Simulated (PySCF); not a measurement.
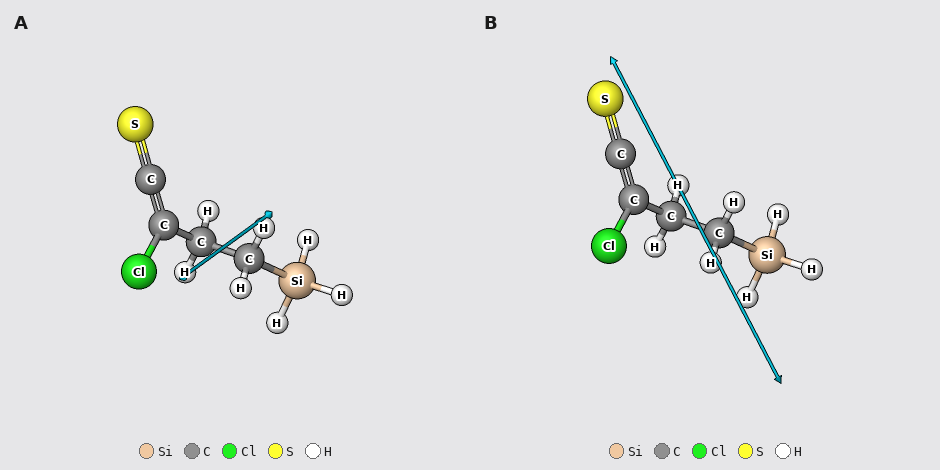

The double arrows show the directions of two transition dipoles from the ground state (lengths mean nothing). The computed structure is the end point of a GFN2-xTB optimisation. No frequency run is at hand to confirm it as a minimum. Level of theory: TDDFT CAM-B3LYP/def2-SVPD, vertical, gas phase, core orbitals frozen in the response (PySCF 2.14.0).

**One belongs to singlet state 5 and one to singlet state 7. Which is which?**

A: state 5, 5.80 eV (214 nm), oscillator strength 0.024, of mixed character, with the largest part HOMO → LUMO+1 (weight 0.40).
B: state 7, 6.42 eV (193 nm), oscillator strength 0.44, of mixed character, with the largest part HOMO−1 → LUMO (weight 0.35).

The geometry is semi-empirical. Around Si such bond lengths and angles can be off by a tenth of an ångström or more and by several degrees, and values that hang on the shape move with them.
